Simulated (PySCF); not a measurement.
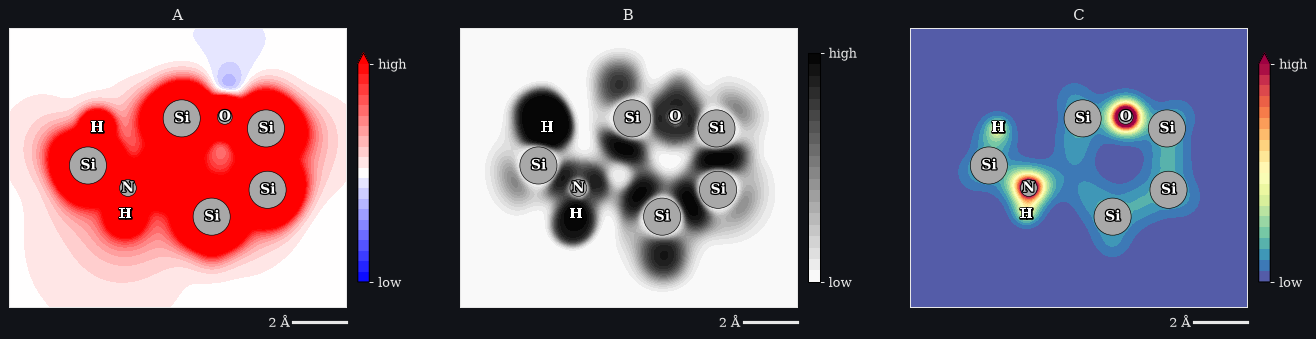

H13NOSi6: 3 fields on the plane of atoms Si6, Si7 and Si8, with unlabelled colour scales. Grey discs cover the atomic cores.

Geometry: GFN2-xTB.

Theory: PySCF 2.14.0, PBE0/pcSseg-1, SCF density, gas phase, non-relativistic.

Question: The panels show electron density, electron localisation function and electrostatic potential in some order. Assign them.

Answer: Panel A: electrostatic potential (strongly positive close to the atoms, with negative regions outside electron-rich atoms). Panel B: electron localisation function. Panel C: electron density. From the grid: Si–O (1.63 Å): ρ is about 1.1 e/Å³ halfway; the ELF peaks at about 0.85 between the atoms (a polar covalent bond). Si–N (1.73 Å): ρ is about 1.1 e/Å³ halfway; the ELF peaks at about 0.90 between the atoms: a polar covalent bond.
